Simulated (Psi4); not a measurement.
# doublet CH4OSi−: levels of theory compared

Aim: a comparison of 3 runs (UHF/3-21G, UHSE06/aug-cc-pVDZ, UTPSSh/aug-cc-pVDZ) of doublet CH4OSi−. 

Program for the calculation: Psi4 1.11.

### 1 The system as given

The species is CH4OSi− (7 atoms), meant as a doublet with charge -1. SMILES of the parent species: `CO[SiH]`. Geometry: relaxed at PBE0-D4/def2-TZVP. This is one conformer, not always the lowest. That shape belongs to the parent species and isn't relaxed for this state.

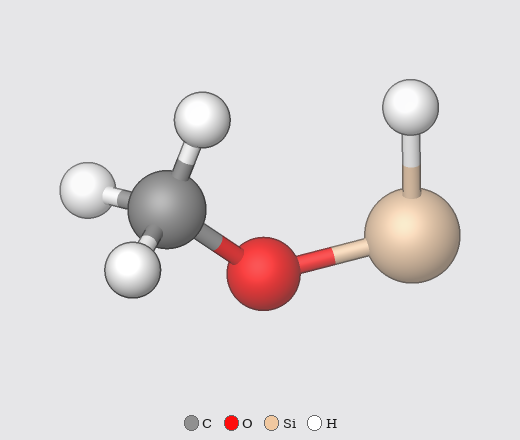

The structure, seen from a chosen angle (carbon grey, oxygen red, silicon light orange, hydrogen white).

### 2 The energy at UHF/3-21G (run 1)

ch4osi.xyz

```xyz
7
CH4OSi
C     -0.512400     0.485500    -0.338500
O     -0.443200    -0.446500     0.717600
Si     0.796900    -1.387300     1.229900
H     -1.296400     0.180800    -1.035500
H      0.443800     0.547500    -0.868700
H     -0.769300     1.467500     0.065400
H      1.841700    -0.915600     0.184100
```

calc.py

```python
import psi4

psi4.set_memory(2200000000)
psi4.set_num_threads(1)
psi4.set_output_file('psi4.out', False)

with open('ch4osi.xyz') as f:
    atoms = ''.join(f.readlines()[2:])
mol = psi4.geometry('-1 2\n' + atoms + 'symmetry c1')

psi4.set_options({
    'basis': '3-21G',
    'reference': 'uhf',
    'puream': True,
    'e_convergence': 1e-09,
    'd_convergence': 1e-08,
    'scf_type': 'pk',
    'maxiter': 100,
})

e, wfn = psi4.energy("hf", molecule=mol, return_wfn=True)
psi4.oeprop(wfn, "LOWDIN_CHARGES", "MULLIKEN_CHARGES", "MAYER_INDICES")
print(f'total energy {e:.8f} hartree = {e * 27.211386:.5f} eV')
```

Started as:

```
$ python calc.py
```

psi4.out:

```text
[...]
  Running in c1 symmetry.
[...]
  Nuclear repulsion =  101.069904478392957
[...]
  Multiplicity = 2
[...]
  Nalpha       = 17
  Nbeta        = 16
[...]
    Number of basis functions: 39
[...]
   @UHF iter   1:  -401.70415654892730   -8.32500e-01   9.43681e-03 ADIIS/DIIS
[...]
   @UHF iter  15:  -401.78016058948589    1.70530e-13   4.07260e-09 DIIS
[...]
   @S^2 Observed:                7.581316193E-01
[...]
  @UHF Final Energy:  -401.78016058948589
   => Energetics <=
    Nuclear Repulsion Energy =            101.0699044783929565
    One-Electron Energy =                -763.7789211175670516
    Two-Electron Energy =                 260.9288560496882496
    Total Energy =                       -401.7801605894858881
  UHF NO Occupations:
  HONO-2 :   15  A 1.9995097
  HONO-1 :   16  A 1.9967374
  HONO-0 :   17  A 1.0000000
  LUNO+0 :   18  A 0.0032626
  LUNO+1 :   19  A 0.0004903
[...]
 Multipole Moments:
 ------------------------------------------------------------------------------------
     Multipole            Electronic (a.u.)      Nuclear  (a.u.)        Total (a.u.)
 ------------------------------------------------------------------------------------
 L = 1.  Multiply by 2.5417464519 to convert [e a0] to [Debye]
 Dipole X            :         -0.5494766           -0.3626770           -0.9121537
 Dipole Y            :         -2.1443082            3.6121422            1.4678340
 Dipole Z            :          2.7648115           -4.0483827           -1.2835713
 Magnitude           :                                                    2.1526997
[...]
```

The script printed:

```text
total energy -401.78016059 hartree = -10932.99504 eV
```

Wall time 1.7 s (1 thread of AMD EPYC 7R43 (Zen 3), shared host); peak memory 0.17 GiB.

### 3 Energy and gradient at UHSE06/aug-cc-pVDZ (run 2)

job.in

```
memory 2200 mb

molecule {
  -1 2
  C     -0.512400     0.485500    -0.338500
  O     -0.443200    -0.446500     0.717600
  Si     0.796900    -1.387300     1.229900
  H     -1.296400     0.180800    -1.035500
  H      0.443800     0.547500    -0.868700
  H     -0.769300     1.467500     0.065400
  H      1.841700    -0.915600     0.184100
  symmetry c1
}

set globals {
  basis                aug-cc-pVDZ
  reference            uks
  puream               true
  e_convergence        1e-09
  d_convergence        1e-08
  scf_type             pk
  dft_radial_points    99
  dft_spherical_points 590
  maxiter              100
}

E, wfn = gradient("hse06", return_wfn=True)
oeprop(wfn, "DIPOLE", "WIBERG_LOWDIN_INDICES", "MAYER_INDICES")
print_variables()
```

Started as:

```
$ psi4 -n 1 job.in job.out
```

job.out:

```text
[...]
  Running in c1 symmetry.
[...]
  Nuclear repulsion =  101.069904478392957
[...]
  Multiplicity = 2
[...]
  Nalpha       = 17
  Nbeta        = 16
[...]
    Number of basis functions: 109
[...]
   @UKS iter   1:  -404.63072651905770   -2.36089e-01   7.32531e-03 ADIIS/DIIS
[...]
   @UKS iter  15:  -404.99197417668211   -1.36424e-11   3.03529e-09 DIIS
[...]
   @S^2 Observed:                7.562077186E-01
[...]
  @UKS Final Energy:  -404.99197417668211
   => Energetics <=
    Nuclear Repulsion Energy =            101.0699044783929565
    One-Electron Energy =                -765.2012186516283236
    Two-Electron Energy =                 287.1621692099579946
    DFT Exchange-Correlation Energy =     -28.0228292134046804
    Empirical Dispersion Energy =           0.0000000000000000
    VV10 Nonlocal Energy =                  0.0000000000000000
    Total Energy =                       -404.9919741766821062
  UHF NO Occupations:
  HONO-2 :   15  A 1.9997861
  HONO-1 :   16  A 1.9972820
[...]
  -Total Gradient:
     Atom            X                  Y                   Z
    ------   -----------------  -----------------  -----------------
       1       -0.002968748046     0.015385769571    -0.016634978214
       2        0.052656896712    -0.043598635842     0.026055574402
       3       -0.044464510337     0.038232474531    -0.023642500684
       4        0.005167279490     0.001080017111     0.006686307888
       5       -0.005340225119    -0.000549796795     0.003193780581
       6        0.001310942352    -0.008285218376    -0.001324120603
       7       -0.006362892701    -0.002250916066     0.005650605073
[...]
```

Run time: 1.8 min. Hardware: 1 thread of AMD EPYC 7R43 (Zen 3), shared host; peak memory 1.1 GiB.

### 4 Energy and forces at UTPSSh/aug-cc-pVDZ (run 3)

input.json

```json
{
 "schema_name": "qcschema_input",
 "schema_version": 1,
 "molecule": {
  "schema_name": "qcschema_molecule",
  "schema_version": 2,
  "symbols": ["C", "O", "Si", "H", "H", "H", "H"],
  "geometry": [-0.96829567, 0.91746203, -0.63967229, -0.83752662, -0.84376271, 1.35606747, 1.50592275, -2.62161705, 2.32417416, -2.44984095, 0.34166248, -1.9568114, 0.83866045, 1.03462505, -1.64160508, -1.45376631, 2.77317309, 0.12358809, 3.4803086, -1.73023324, 0.34789858],
  "molecular_charge": -1,
  "molecular_multiplicity": 2,
  "fix_symmetry": "c1"
 },
 "driver": "gradient",
 "model": {
  "method": "tpssh",
  "basis": "aug-cc-pVDZ"
 },
 "keywords": {
  "reference": "uks",
  "puream": true,
  "e_convergence": 1e-09,
  "d_convergence": 1e-08,
  "scf_type": "pk",
  "dft_radial_points": 99,
  "dft_spherical_points": 590,
  "maxiter": 100,
  "scf_properties": ["LOWDIN_CHARGES", "QUADRUPOLE", "MULLIKEN_CHARGES"]
 }
}
```

Started as:

```
$ psi4 --qcschema input.json -n 1 --memory 2200MB
```

stdout:

```text
[...]
  Running in c1 symmetry.
[...]
  Nuclear repulsion =  101.069904561138330
[...]
  Multiplicity = 2
[...]
  Nalpha       = 17
  Nbeta        = 16
[...]
    Number of basis functions: 109
[...]
   @UKS iter   1:  -404.85620773232819   -2.25546e-01   7.65043e-03 ADIIS/DIIS
[...]
   @UKS iter  15:  -405.24205672759837   -2.10321e-12   3.40727e-09 DIIS
[...]
   @S^2 Observed:                7.566453596E-01
[...]
  @UKS Final Energy:  -405.24205672759837
   => Energetics <=
    Nuclear Repulsion Energy =            101.0699045611383298
    One-Electron Energy =                -765.2076806932511772
    Two-Electron Energy =                 291.9736470790564908
    DFT Exchange-Correlation Energy =     -33.0779276745419537
    Empirical Dispersion Energy =           0.0000000000000000
    VV10 Nonlocal Energy =                  0.0000000000000000
    Total Energy =                       -405.2420567275983672
  UHF NO Occupations:
  HONO-2 :   15  A 1.9997455
  HONO-1 :   16  A 1.9970457
[...]
  -Total Gradient:
     Atom            X                  Y                   Z
    ------   -----------------  -----------------  -----------------
       1       -0.002718463867     0.009831608935    -0.010261915182
       2        0.054393491239    -0.040054597209     0.021091397374
       3       -0.047601067432     0.039829601563    -0.024022761191
       4        0.005734817221     0.001478844087     0.006907245473
       5       -0.005759971302    -0.000482147886     0.003315255314
       6        0.001525795599    -0.008750859957    -0.001841308971
       7       -0.005567236230    -0.001847744228     0.004803071267
[...]
```

The result, in JSON:

```text
{
 "driver": "gradient",
 "model": {
  "method": "tpssh",
  "basis": "aug-cc-pVDZ"
 },
 "success": true,
 "return_result": [-0.002718463866712066, 0.00983160893492184, -0.010261915181677059, 0.05439349123861022, -0.040054597209264034, 0.021091397373937587, -0.047601067431824316, 0.03982960156251572, -0.024022761191292694, 0.005734817221322339, 0.0014788440865168562, 0.006907245472693016, -0.0057599713023625265, -0.0004821478860590374, 0.003315255314072535, 0.001525795599236164, -0.008750859957146973, -0.0018413089714582331, -0.005567236229694683, -0.0018477442280647911, 0.004803071266537687],
 "properties": {
  "calcinfo_nbasis": 109,
  "calcinfo_nmo": 109,
  "calcinfo_nalpha": 17,
  "calcinfo_nbeta": 16,
  "calcinfo_natom": 7,
  "nuclear_repulsion_energy": 101.06990456113833,
  "return_energy": -405.24205672759837,
  "return_gradient": [-0.002718463866712066, 0.00983160893492184, -0.010261915181677059, 0.05439349123861022, -0.040054597209264034, 0.021091397373937587, -0.047601067431824316, 0.03982960156251572, -0.024022761191292694, 0.005734817221322339, 0.0014788440865168562, 0.006907245472693016, -0.0057599713023625265, -0.0004821478860590374, 0.003315255314072535, 0.001525795599236164, -0.008750859957146973, -0.0018413089714582331, -0.005567236229694683, -0.0018477442280647911, 0.004803071266537687],
  "scf_one_electron_energy": -765.2076806932512,
  "scf_two_electron_energy": 291.9736470790565,
  "scf_xc_energy": -33.077927674541954,
  "scf_dipole_moment": [-1.1901292633799105, 1.4993811101206411, -1.1904076659148681],
  "scf_total_energy": -405.24205672759837,
  "scf_total_gradient": [-0.002718463866712066, 0.00983160893492184, -0.010261915181677059, 0.05439349123861022, -0.040054597209264034, 0.021091397373937587, -0.047601067431824316, 0.03982960156251572, -0.024022761191292694, 0.005734817221322339, 0.0014788440865168562, 0.006907245472693016, -0.0057599713023625265, -0.0004821478860590374, 0.003315255314072535, 0.001525795599236164, -0.008750859957146973, -0.0018413089714582331, -0.005567236229694683, -0.0018477442280647911, 0.004803071266537687],
  "scf_iterations": 15
 }
}
```

Run time: 2.6 min. Hardware: 1 thread of AMD EPYC 7R43 (Zen 3), shared host; peak memory 1 GiB.

### 5 Overview of the runs

```csv
run,level,task,integration grid,energy (Eh),HOMO energy (eV),LUMO energy (eV),⟨S²⟩,wall time
1,UHF/3-21G,energy,–,-401.780161,0.19,9.03,0.758,1.7 s
2,UHSE06/aug-cc-pVDZ,gradient,99 radial × 590 angular,-404.991974,1.65,2.43,0.756,1.8 min
3,UTPSSh/aug-cc-pVDZ,gradient,99 radial × 590 angular,-405.242057,1.71,2.54,0.757,2.6 min
```

### 6 What came out

| quantity | value |
| --- | --- |
| run 3: total energy | -405.24206 Eh |
| run 3: HOMO energy (highest over α and β) | 1.71 eV |
| run 3: LUMO energy (lowest over α and β) | 2.54 eV |
| run 3: ⟨S²⟩ | 0.757 |
| run 3: largest force on an atom | 3.639 eV/Å |

What this shows: Totals of different functionals can't be ranked against each other. In all runs the HOMO lies above zero, from self-interaction, a short basis or an electron that isn't bound. All runs together took 4.4 min, the longest 2.6 min.
